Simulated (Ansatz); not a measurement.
**SrTiSe3 (built on the sites of a database entry of CaTiO3): following an unstable mode**

Which phase does SrTiSe3 (built on the sites of a database entry of CaTiO3) fall into along its unstable mode, and how much energy does it gain?

Calculated with Ansatz 0.2.0; DFT LDA, scalar-relativistic, plane waves, PAW.

The structure was built from a prototype and need not be the compound's stable phase.

**1. Set-up**

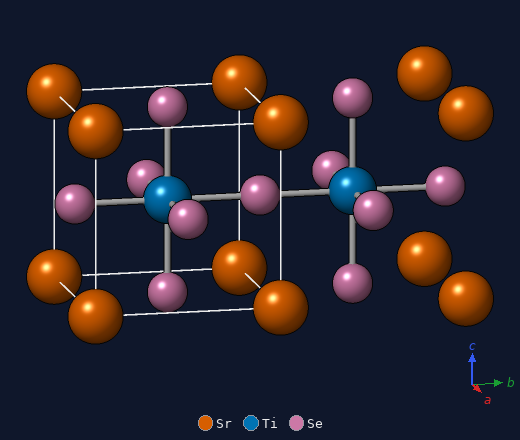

The cell as given, slightly off an axis (strontium orange, titanium blue, selenium pink). 1×2×1 cells are drawn. Some periodic images of atoms are drawn too.

Structure file:

```cif
data_structure
_symmetry_space_group_name_H-M 'Pm-3m'
_symmetry_Int_Tables_number 221
_cell_length_a 4.8995
_cell_length_b 4.8995
_cell_length_c 4.8995
_cell_angle_alpha 90.000
_cell_angle_beta 90.000
_cell_angle_gamma 90.000
_cell_volume 117.62
loop_
_atom_site_label
_atom_site_type_symbol
_atom_site_symmetry_multiplicity
_atom_site_Wyckoff_symbol
_atom_site_fract_x
_atom_site_fract_y
_atom_site_fract_z
_atom_site_occupancy
Sr1 Sr 1 a 0.00000 0.00000 0.00000 1
Ti1 Ti 1 b 0.50000 0.50000 0.50000 1
Se1 Se 3 c 0.00000 0.50000 0.50000 1
```

**2. Phonons on a q mesh**

The cell comes from relaxations at this level that are not shown. Stability and thermal properties need the whole zone. Linear response on a 2×2×2 q mesh gives force constants as far as a supercell of that size would.

Contents of input.yaml:

```yaml
crystal:
  lattice:
    - [4.899528169, 0.0, 0.0]
    - [0.0, 4.899528169, 0.0]
    - [0.0, 0.0, 4.899528169]
  atoms:
    - { symbol: Sr, position: [0.0, 0.0, 0.0] }
    - { symbol: Ti, position: [0.5, 0.5, 0.5] }
    - { symbol: Se, position: [0.0, 0.5, 0.5] }
    - { symbol: Se, position: [0.5, 0.0, 0.5] }
    - { symbol: Se, position: [0.5, 0.5, 0.0] }
kpoints:
  mp_grid: { grid: [6, 6, 6] }
hamiltonian:
  xc: lda
scf:
  occupations: { method: methfessel_paxton, width: 0.15 }
output:
  eigenvalues: true
phonons:
  method: dfpt
  qmesh: [2, 2, 2]
  temperatures: { t_max: 1000, t_step: 50 }
  qpath:
    path:
      - [[0.0, 0.0, 0.0], [0.0, 0.5, 0.0], [0.5, 0.5, 0.0], [0.0, 0.0, 0.0], [0.5, 0.5, 0.5], [0.0, 0.5, 0.0]]
      - [[0.5, 0.5, 0.5], [0.5, 0.5, 0.0]]
    npoints: 10
```

Run with:

```bash
$ ansatz run input.yaml --threads 8 --pin off --max-ram 14336MiB --backend cpu --events-out ev --progress --plain --runs-dir out
```

Numbers of over 12 decimals in the logs are rounded to 6 here.

What it wrote:

```text
Engine: ansatz 0.2.0, aarch64-unknown-linux-gnu
Pseudopotentials: kind: paw
Pseudopotential: Sr, paw, valence charge 10, recommended cutoff 420 eV (normal), Sr.paw.azcp
Pseudopotential: Ti, paw, valence charge 12, recommended cutoff 420 eV (normal), Ti.paw.azcp
Pseudopotential: Se, paw, valence charge 16, recommended cutoff 420 eV (normal), Se.paw.azcp
Functional definition: SPW92
  exchange = slater_x
  correlation = pw_c
Crystal: 5 atoms, lattice volume = 117.615 Å³
Basis set: ecut = 420 eV, 2325 PW (Γ), exchange–correlation on 72×72×72 points (8 copies of the dense FFT grid, shifted against one another)
Bands: 42, of which v1, the nominal top of the filled ones, is band 35 counted from 1 (34 counted from 0)
Symmetry: 48 space group operations
k-points: 20 of 216
Non-local potential: Sr, projectors of the file, l = 0: 3, l = 1: 2, l = 2: 2
Non-local potential: Ti, projectors of the file, l = 0: 3, l = 1: 2, l = 2: 3, l = 3: 1
Non-local potential: Se, projectors of the file, l = 0: 2, l = 1: 2, l = 2: 3, l = 3: 1
PAW form: soft (Blöchl's): semilocal exchange-correlation on the pseudo side does not see the compensation charge
PAW frozen core: Sr, regenerated for the run's functional, and the local potential with it (the file was generated under x = pbe(κ = 0.804, μ = 0.219515), c = pbe(β = 0.066725))
PAW frozen core: Ti, regenerated for the run's functional, and the local potential with it (the file was generated under x = pbe(κ = 0.804, μ = 0.219515), c = pbe(β = 0.066725))
PAW frozen core: Se, regenerated for the run's functional, and the local potential with it (the file was generated under x = pbe(κ = 0.804, μ = 0.219515), c = pbe(β = 0.066725))
PAW one-centre angular grid: Sr, 110 points (default); XC on 64 Gauss nodes
PAW one-centre angular grid: Ti, 590 points (default); XC on 64 Gauss nodes
PAW one-centre angular grid: Se, 590 points (default); XC on 64 Gauss nodes
Initial density: superposition of atomic densities (neutral atoms: chi_scale 0, normalization atom), corrected by the library's trained network
Initial wavefunctions: pseudopotential atomic-orbital guess
Functional: x = slater, c = lda
SCF iter   1: F=—  HF=-22051.143897 eV  |F-HF|=—  |Δ(HF+E_count)|=         —  Δρ=4.70e-3  dr2=1.34e-2  ethr=1.77e-3  ⟨swp⟩=7.3  Hψ=3379  notcnv=0
preconditioner: auto → Resta (q_TF=auto, 2.502 Å⁻¹)  ε∞=4.5  [insulator: Δε(μ)=0.211 eV  Ē_g=10.064 eV  σ=0.150 eV  W_gap=0.92  n_scr=26 (ndim 8)  ℏωp=18.8 eV  f_vac=0.013  D(μ)=0.19/eV (n_scr^D=0)  ε∞_Penn≈4.5]
SCF iter   2: F=—  HF=-22051.144091 eV  |F-HF|=—  |Δ(HF+E_count)|=   1.93e-4  S|Δr|=    0.00e0  Δρ=2.94e-3  dr2=6.20e-3  ethr=1.91e-5  ⟨swp⟩=3.0  Hψ=1805  notcnv=0  defer=1
SCF iter   3: F=—  HF=-22051.144113 eV  |F-HF|=—  |Δ(HF+E_count)|=   2.27e-5  S|Δr|=    0.00e0  Δρ=1.92e-3  dr2=6.69e-3  ethr=8.85e-6  ⟨swp⟩=2.0  Hψ=1493  notcnv=0  defer=1
SCF iter   4: F=—  HF=-22051.143213 eV  |F-HF|=—  |Δ(HF+E_count)|=   9.00e-4  S|Δr|=    0.00e0  Δρ=3.69e-4  dr2=2.20e-4  ethr=8.85e-6  ⟨swp⟩=2.0  Hψ=912  notcnv=0  defer=1
SCF iter   5: F=—  HF=-22051.143192 eV  |F-HF|=—  |Δ(HF+E_count)|=   2.13e-5  S|Δr|=    0.00e0  Δρ=1.12e-4  dr2=1.93e-5  ethr=3.15e-7  ⟨swp⟩=2.0  Hψ=898  notcnv=0  defer=1
SCF iter   6: F=—  HF=-22051.143184 eV  |F-HF|=—  |Δ(HF+E_count)|=   7.50e-6  S|Δr|=    0.00e0  Δρ=2.04e-5  dr2=7.73e-7  ethr=2.75e-8  ⟨swp⟩=2.0  Hψ=1176  notcnv=0  defer=1
SCF iter   7: F=—  HF=-22051.143186 eV  |F-HF|=—  |Δ(HF+E_count)|=   1.33e-6  S|Δr|=    0.00e0  Δρ=6.55e-6  dr2=6.92e-8  ethr=1.10e-9  ⟨swp⟩=2.4  Hψ=1471  notcnv=0  defer=1
SCF iter   8: F=—  HF=-22051.143186 eV  |F-HF|=—  |Δ(HF+E_count)|=   2.07e-8  S|Δr|=    0.00e0  Δρ=1.52e-6  dr2=2.24e-9  ethr=9.89e-11  ⟨swp⟩=2.0  Hψ=1482  notcnv=0  defer=1
SCF iter   9: F=—  HF=-22051.143186 eV  |F-HF|=—  |Δ(HF+E_count)|=  2.55e-11  S|Δr|=    0.00e0  Δρ=5.08e-7  dr2=4.19e-10  ethr=3.19e-12  ⟨swp⟩=2.5  Hψ=1566  notcnv=0  defer=1
SCF iter  10: F=-22051.143186 eV  HF=-22051.143186 eV  |F-HF|=1.09e-11  |Δ(HF+E_count)|=  5.82e-11  S|Δr|=    0.00e0  Δρ=7.18e-8  dr2=7.74e-12  ethr=1.00e-12  ⟨swp⟩=9.5  Hψ=4599  notcnv=0
SCF 1 converged in 10 iterations: F = -22051.143186 eV  dr2 = 7.74e-12
  greatest PAW one-centre occupation: 1.000 electrons in one spin orbital (limit 2), on the Se atom at site 2 (counted from 0), in its partial waves of l = 2
Initial density: read from a saved state, or passed on in memory by an earlier SCF of this step, an earlier step, the calling program or the single point that the run made first
iter 1 solved again at ethr=4.14e-7 eV; its pass at ethr=3.10e-3 eV (dr2=2.90e-4 eV) is discarded
SCF iter   1: F=—  HF=-22051.143188 eV  |F-HF|=—  |Δ(HF+E_count)|=         —  Δρ=1.38e-6  dr2=2.39e-9  ethr=4.14e-7  ⟨swp⟩=3.5  Hψ=5428  notcnv=0
eigensolver tolerance schedule: the retry pair's looser diagonalisation over-reported the residual by 121229.69 of it (diagonalisation noise at an unbounded share of the residual, at the tolerance the schedule requests for it); recorded, not acted on — ethr = c·dr2/N_el stays at c = 1.0e-1
preconditioner: auto → Resta (q_TF=auto, 2.502 Å⁻¹)  ε∞=4.5  [insulator: Δε(μ)=0.213 eV  Ē_g=10.065 eV  σ=0.150 eV  W_gap=0.93  n_scr=26 (ndim 8)  ℏωp=18.8 eV  f_vac=0.006  D(μ)=0.19/eV (n_scr^D=0)  ε∞_Penn≈4.5]
SCF iter   2: F=—  HF=-22051.143186 eV  |F-HF|=—  |Δ(HF+E_count)|=   1.82e-6  S|Δr|=    0.00e0  Δρ=6.89e-7  dr2=4.46e-10  ethr=3.42e-12  ⟨swp⟩=4.7  Hψ=2798  notcnv=0
SCF iter   3: F=—  HF=-22051.143186 eV  |F-HF|=—  |Δ(HF+E_count)|=  9.82e-11  S|Δr|=    0.00e0  Δρ=4.44e-7  dr2=2.06e-10  ethr=1.00e-12  ⟨swp⟩=1.0  Hψ=840  notcnv=0
SCF iter   4: F=—  HF=-22051.143186 eV  |F-HF|=—  |Δ(HF+E_count)|=  5.46e-11  S|Δr|=    0.00e0  Δρ=2.41e-7  dr2=6.93e-11  ethr=1.00e-12  ⟨swp⟩=1.0  Hψ=840  notcnv=0
SCF iter   5: F=—  HF=-22051.143186 eV  |F-HF|=—  |Δ(HF+E_count)|=  1.09e-11  S|Δr|=    0.00e0  Δρ=1.46e-7  dr2=2.74e-11  ethr=1.00e-12  ⟨swp⟩=1.0  Hψ=840  notcnv=0
SCF iter   6: F=-22051.143186 eV  HF=-22051.143186 eV  |F-HF|=0.00e0  |Δ(HF+E_count)|=  3.64e-12  S|Δr|=    0.00e0  Δρ=6.71e-8  dr2=5.97e-12  ethr=1.00e-12  ⟨swp⟩=1.9  Hψ=1940  notcnv=0
SCF 2 converged in 6 iterations: F = -22051.143186 eV  dr2 = 5.97e-12
phonons: the bands overlap, so this run is a metal and interpolates without the dipole-dipole term. If the crystal is really an insulator or semiconductor, its LO-TO splitting is missing
NSCF: frozen V_eff on 20 k-points
WARN: eigensolver did not converge (k=9): 1 band(s) unlocked after 20 sweeps at ethr=1.37e-12 eV (storage-precision floor; scheduled 1.00e-12 eV) (lowest unlocked band 41, counted from 0; max residual 1.10e-5 eV among the unlocked bands, 1.10e-5 eV over every band; other slots of this pass that fall short are told together in one closing line; warning suppressed until the next SCF loop or pass starts)
NSCF: frozen V_eff on 64 k-points
DFPT response loops at q = (0, 0, 0) (fractional): preconditioner auto → Kerker (q_TF=auto, 2.502 Å⁻¹) (partly filled bands, converged f_vac=0.006); β = 1.00, the filter's whole step (`scf.mixing.beta` (0.50) is not read by the response loops under this deck's `scf.mixing.preconditioner`; to damp them name `kerker` or `kerker_dos`, under which they read `scf.mixing.beta`, and type it under 1.00, their step now; both keys bind the ground state too); Broyden in place of MSR1
NSCF: frozen V_eff on 128 k-points
DFPT response loops at q = (0, 0, -0.5) (fractional): mixed as the last ones told, above
NSCF: frozen V_eff on 128 k-points
DFPT response loops at q = (0, -0.5, -0.5) (fractional): mixed as the last ones told, above
NSCF: frozen V_eff on 128 k-points
DFPT response loops at q = (-0.5, -0.5, -0.5) (fractional): mixed as the last ones told, above
SCF converged after 10 iterations
Stability not checked: this state was not tested for a lower state beside it, because cold or Methfessel-Paxton smearing, or corrected tetrahedra, fill the levels in a way that the test cannot read (fill_not_monotonic; see scf.lower_state_search)
Free energy (F): -22051.143186 eV
Harris-Foulkes:  -22051.143186 eV  (|F-HF|=1.09e-11)
Internal energy: -22051.146279 eV  (E = F + TS)
E sigma→0 (E₀):  -22051.143959 eV
Entropy (-TS):   0.003093 eV (0.619 meV/atom)
Fermi energy:    9.657754 eV
Step filling:    the computed levels leave a gap of 0.2134 eV = 1.4 smearing widths at the electron count; against every level under it full and every level over it empty, smearing changes F+E_penalty+E_count by +1.144 meV and its σ→0 estimate by +0.371 meV
--- Per-component energies (eV) ---
  E_band       = -1368.818079
  E_kinetic    = 880.869463
  E_local      = -9312.004921  (includes V_loc(G=0)·N_el)
  E_nonlocal   = -1553.510628
  E_hartree    = 4385.132798
  E_xc         = -583.050362
  E_vxc        = -584.138233  (∫ρ·V_xc dr)
  E_paw        = -9074.601998  (= ΣΔE_a)
  E_vpaw       = 429.702584  (= ΣTr[D̂ρ^β])
  E_aug_tail   = -0.001745  (compensation charges beyond the density's cutoff)
  E_ewald      = -6801.251060
  E_core_change = 7.272173  (= ΣΔE_core)
  E_smearing   = 0.003093  (= −TS)
  E_closure    = -0.000000  (closes the sum)
  Σ components = -22051.143186   (vs F -22051.143186, Δ=0.00e0)
--- Band table (eV; the first three rows and the last of 20) ---
  k-point 0: bands = [... 31 lower, 8.2728, 9.2052, 9.2052, 9.2052, 9.3916, 9.3916, 9.3916, 10.6225, ... 3 higher]
  k-point 1: bands = [... 31 lower, 7.9419, 8.3777, 9.0389, 9.0389, 9.2319, 10.0923, 10.0923, 10.6967, ... 3 higher]
  k-point 2: bands = [... 31 lower, 7.0951, 7.4480, 8.9142, 8.9142, 9.2873, 10.7545, 10.8538, 10.8538, ... 3 higher]
  k-point 19: bands = [... 31 lower, 5.9772, 9.9461, 9.9461, 9.9461, 11.1176, 11.1176, 11.1176, 11.6487, ... 3 higher]
--- Phonons (Γ-DFPT): 4 representative perturbations + reference (Σ response iterations 12) ---
  ASR residual: 2.151e-4 → 0.000e0 eV/Å²; symmetrization residual: 1.206e-5 eV/Å²
  ASR residual per site (eV/Å²): 2.15e-4 1.07e-5 1.12e-5 1.12e-5 1.12e-5
  Γ frequencies (cm⁻¹): -22.78 -22.78 -22.78 0.00 0.00 0.00 38.16 38.16 38.16 64.12 64.12 64.12 268.84 268.84 268.84
--- Phonons (arbitrary-q DFPT): 4 irreducible q on the 2×2×2 mesh ---
  q = [0.0000, 0.0000, 0.0000] (star 1, of the zone-centre solve; hermiticity 1.87e-6, symmetrization 5.33e-12): -22.78 -22.78 -22.78 0.00 0.00 0.00 38.16 38.16 38.16 64.12 64.12 64.12 268.84 268.84 268.84
  q = [0.0000, 0.0000, -0.5000] (star 3, 9 solved perturbations in 504 linear systems a pass and spin channel, the states on 64 of 216 k-point pairs; hermiticity 1.56e-6, symmetrization 4.89e-12): -26.12 -26.12 -3.59 -3.59 52.08 52.08 68.76 72.29 84.02 84.02 94.05 249.07 251.22 264.61 264.61
  q = [0.0000, -0.5000, -0.5000] (star 3, 9 solved perturbations in 504 linear systems a pass and spin channel, the states on 64 of 216 k-point pairs; hermiticity 1.80e-6, symmetrization 8.03e-13): -76.18 -50.49 12.82 12.82 26.04 77.48 77.48 84.53 84.53 131.66 173.37 246.53 246.53 260.45 266.38
  q = [-0.5000, -0.5000, -0.5000] (star 1, 4 solved perturbations in 184 linear systems a pass and spin channel, the states on 64 of 216 k-point pairs; hermiticity 1.75e-6, symmetrization 5.69e-12): -81.53 -81.53 -81.53 19.19 19.19 19.19 126.03 126.03 126.03 137.98 137.98 246.98 246.98 246.98 281.51
  sum rule: each row above includes the acoustic sum rule's correction from the zone centre's row sums; it moved no ω² by more than (0.82 cm⁻¹)²
  mesh force constants: q→R imaginary residual 3.93e-18; ASR residual 2.151e-4 → 0.000e0 eV/Å²; symmetrization residual 1.243e-14 eV/Å²
  interpolated dispersion: 62 rows × 15 modes
  density of states and harmonic sums: on the 14×14×14 q-mesh, interpolated from the force constants of a 2×2×2 supercell (no non-analytic term)
  largest difference from the sums on the solved wave vectors: F 4.27e-1 eV, S 5.51e-4 and C_V 1.25e-4 eV/K
  zero-point energy: 0.099867 eV/cell   skipped modes (ω ≤ 0): 250, of them read as no rigid motion or as one in doubt: 247 (1.929e0 modes/cell left out, lowest -81.53 cm⁻¹)   left out of the sums: 1.29e-1 of the cell's modes: C_V's classical limit lies that fraction below 3 k_B per atom; for a crystal, a wire or a layer, F and S can be off by more, and a phonons.interpolated_qmesh denser along its periods is the remedy for the sampling
```

It took 97 s on 8 threads of Arm Neoverse V2, shared host; peak memory 1.3 GiB.

The column dr2 measures how far the density is from self-consistency, as an energy; F and HF (Harris–Foulkes) agree once it is small.

This step gave:

- volume per atom: 23.52 Å³
- gap on the k-mesh: 0 eV
- sum-rule residual before enforcement: 2.15e-4 eV/Å²
- lowest frequency on the path: -81.53 cm⁻¹
- point group: m-3m
- highest frequency on the path or at a solved wavevector: 288.7 cm⁻¹
- highest optical mode at the zone centre (no LO-TO term): 268.8 cm⁻¹
- lowest optical zone-centre mode: -22.78 cm⁻¹
- lowest mode on the q mesh (acoustic modes at Γ apart): -81.53 cm⁻¹

Frequencies (cm⁻¹) solved at each irreducible wavevector; negative means imaginary. Frequencies by wavevector, by row:

| q in reciprocal lattice units | star | mode 1 | mode 2 | mode 3 | mode 4 | mode 13 | mode 14 | mode 15 |
| --- | --- | --- | --- | --- | --- | --- | --- | --- |
| 0 0 0 | 1 | -22.8 | -22.8 | -22.8 | 0 | 268.8 | 268.8 | 268.8 |
| 0 0 -0.5 | 3 | -26.1 | -26.1 | -3.6 | -3.6 | 251.2 | 264.6 | 264.6 |
| 0 -0.5 -0.5 | 3 | -76.2 | -50.5 | 12.8 | 12.8 | 246.5 | 260.4 | 266.4 |
| -0.5 -0.5 -0.5 | 1 | -81.5 | -81.5 | -81.5 | 19.2 | 247 | 247 | 281.5 |

Interpolated from a 2×2×2 q mesh. The phonon branches at the labelled points (cm⁻¹):

| point | branch 1 | branch 2 | branch 3 | branch 4 | branch 12 | branch 13 | branch 14 | branch 15 |
| --- | --- | --- | --- | --- | --- | --- | --- | --- |
| Γ | -23 | -23 | -23 | 0 | 64 | 269 | 269 | 269 |
| X | -26 | -26 | -4 | -4 | 249 | 251 | 265 | 265 |
| M | -76 | -50 | 13 | 13 | 246 | 246 | 260 | 266 |
| Γ | -23 | -23 | -23 | 0 | 64 | 269 | 269 | 269 |
| R | -82 | -82 | -82 | 19 | 247 | 247 | 247 | 282 |
| X | -26 | -26 | -4 | -4 | 249 | 251 | 265 | 265 |
| jump to R | -82 | -82 | -82 | 19 | 247 | 247 | 247 | 282 |
| M | -76 | -50 | 13 | 13 | 246 | 246 | 260 | 266 |

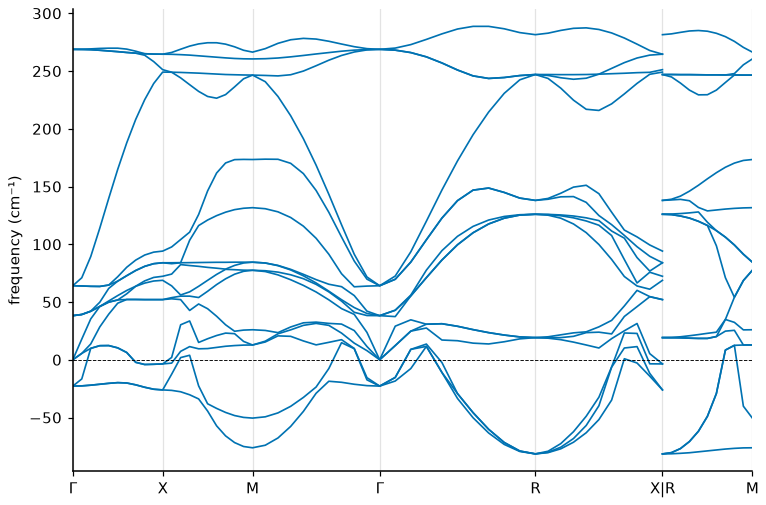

Phonon branches along the path.

Symmetry leaves 4 wavevectors to solve. The lowest mode among them, the acoustic zeros apart, lies at q = (-0.5, -0.5, -0.5) and is imaginary, 81.5i cm⁻¹, so the energy falls along it.

**3. The mode frozen in, largest atomic shift 0 Å**

The mode followed lies at q = (-0.5, -0.5, -0.5) with frequency 81.5i cm⁻¹ and is 3-fold degenerate, the softest among the wavevectors solved. At small amplitude the distorted cell has space group no. 74 by a symmetry search on the positions. The undistorted cell that holds it gives the zero of energy on the same k mesh.

System of this step: SrTiSe3 (built on the sites of a database entry of CaTiO3). It takes space group Pm-3m (No. 221, cubic). The conventional cell has a = 4.900 Å, b = 4.900 Å, c = 4.900 Å, α = 90.00°, β = 90.00°, γ = 90.00°. Nearest to Sr lie 12 Se at 3.46 Å. Nearest to Ti lie 6 Se at 2.45 Å. Nearest to Se lie 2 Ti at 2.45 Å and 4 Sr at 3.46 Å. Farther neighbours and most contacts between anions are not listed.

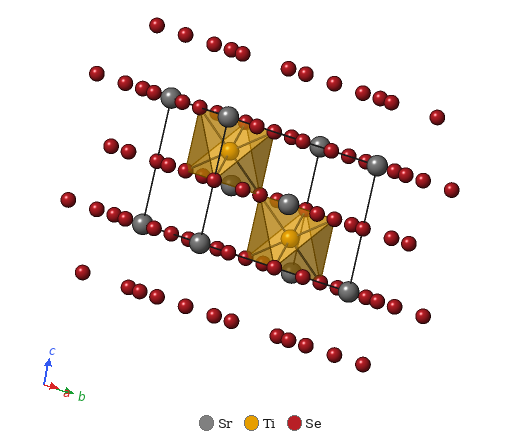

The cell of this step (strontium grey, titanium orange, selenium red). Some periodic images of atoms are drawn too.

Contents of input.yaml:

```yaml
crystal:
  lattice:
    - [4.899528169, 4.899528169, 0.0]
    - [4.899528169, 0.0, 4.899528169]
    - [4.899528169, 0.0, -4.899528169]
  atoms:
    - { symbol: Sr, position: [0.0, 0.0, 0.0] }
    - { symbol: Sr, position: [0.0, 0.5, 0.5] }
    - { symbol: Ti, position: [0.5, 0.25, 0.75] }
    - { symbol: Ti, position: [0.5, 0.75, 0.25] }
    - { symbol: Se, position: [0.5, 0.0, 0.5] }
    - { symbol: Se, position: [0.5, 0.5, 0.0] }
    - { symbol: Se, position: [0.0, 0.5, 0.0] }
    - { symbol: Se, position: [0.0, 0.0, 0.5] }
    - { symbol: Se, position: [0.5, 0.0, 0.0] }
    - { symbol: Se, position: [0.5, 0.5, 0.5] }
kpoints:
  mp_grid: { grid: [6, 6, 6] }
hamiltonian:
  xc: lda
scf:
  occupations: { method: methfessel_paxton, width: 0.15 }
output:
  forces: true
  stress: true
  eigenvalues: true
```

What it wrote:

```text
[...]
Crystal: 10 atoms, lattice volume = 235.230 Å³
Basis set: ecut = 420 eV, 4645 PW (Γ)
Bands: 84, of which v1, the nominal top of the filled ones, is band 70 counted from 1 (69 counted from 0)
Symmetry: 96 space group operations
[...]
k-points: 16 of 216
[...]
k-point 0: bands = [... 66 lower, 9.2123, 9.3917, 9.3917, 9.3917, 9.9453, 9.9453, 9.9453, 10.6311, ... 10 higher]
  k-point 1: bands = [... 66 lower, 9.0189, 9.5909, 9.5909, 9.6779, 9.6846, 9.6846, 9.7936, 10.9736, ... 10 higher]
  k-point 2: bands = [... 66 lower, 8.6597, 8.9734, 8.9734, 9.4212, 9.9872, 10.1214, 10.1214, 10.6849, ... 10 higher]
  k-point 15: bands = [... 66 lower, 8.1200, 8.1597, 8.2530, 9.3153, 10.0574, 10.7596, 10.8339, 11.0033, ... 10 higher]
[key lines of the parts left out:]
SCF converged after 8 iterations
Free energy (F): -44102.218478 eV
Fermi energy:    9.668473 eV
P = ⅓ Tr σ = 0.0901 GPa (0.901 kbar)
```

Run time: 2.5 s. Hardware: 8 threads; peak memory 1.2 GiB; 17 s of CPU time.

This step gave:

| Quantity | Value |
| --- | --- |
| pressure | 0.09015 GPa |
| energy from the undistorted cell | 0 meV/atom |

The run ends at a pressure of 0.09 GPa.

[end of part 1 of 2]

[Logs are printed without paths, hosts, clocks, repeated set-up lines and the standing remarks that a program may print on its own settings, such as how far it seeks lower states.]

[Hosts, paths, dates, database ids (printed as entryN), source tags and the programs' standing remarks are cut or masked in the printed files.]
